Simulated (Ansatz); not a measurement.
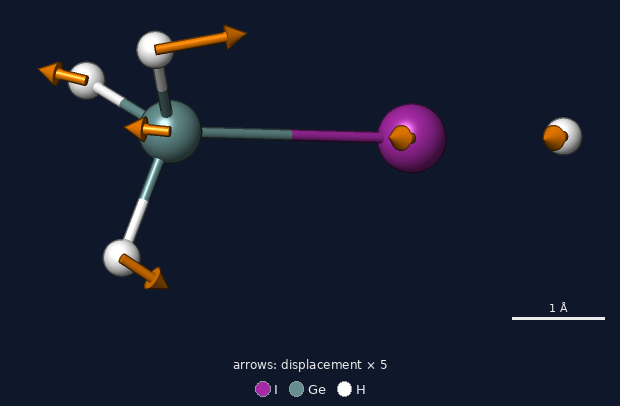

This is a constrained relaxation of GeH4I (multiplicity 2). The starting structure is drawn; orange arrows show the displacements, 5 times their true length. The two geometries are superimposed by the best rigid fit.

A ball-and-stick model, seen at a tilt.

The reaction that was planned forms I1–H3 and breaks I1–Ge2 (atoms numbered from 1 in input order).

Theory: UKS PBE0-D4/def2-SVP (Ansatz).

Input file:
```yaml
crystal:
  periodic: [false, false, false]
  atoms:
    - {symbol: I, position_ang: [-1.517000, -1.113300, -0.354300]}
    - {symbol: Ge, position_ang: [0.737000, 0.756500, 0.155400]}
    - {symbol: H, position_ang: [-2.852200, -2.739900, -0.606000]}
    - {symbol: H, position_ang: [1.403400, 1.267400, -1.113400]}
    - {symbol: H, position_ang: [0.494100, 1.963100, 1.047900]}
    - {symbol: H, position_ang: [1.734800, -0.133800, 0.870500]}
basis:
  gaussian: {orbitals: def2-SVP}
magnetization: {spin_polarized: true, initial_magnetization: 1}
hamiltonian: {xc: pbe0, dispersion: d4}
relax: {f_tol: 0.08, max_steps: 120, escape_saddle: false, constraints: [{distance: [0, 2]}, {distance: [0, 1]}]}
```

What happened in the run?

Answer. The optimiser took 4 steps. H5 moves most after the best rigid fit: 0.21 Å. Largest moves by element: H 0.21 Å, Ge 0.11 Å, I 0.09 Å. Some distances before and after: Ge2–H4 1.521 → 1.533 Å. Among the angles between lasting bonds that change: I1–Ge2–H5 118.6° → 105.8°, I1–Ge2–H4 113.6° → 105.3°, H4–Ge2–H5 107.0° → 113.5°.
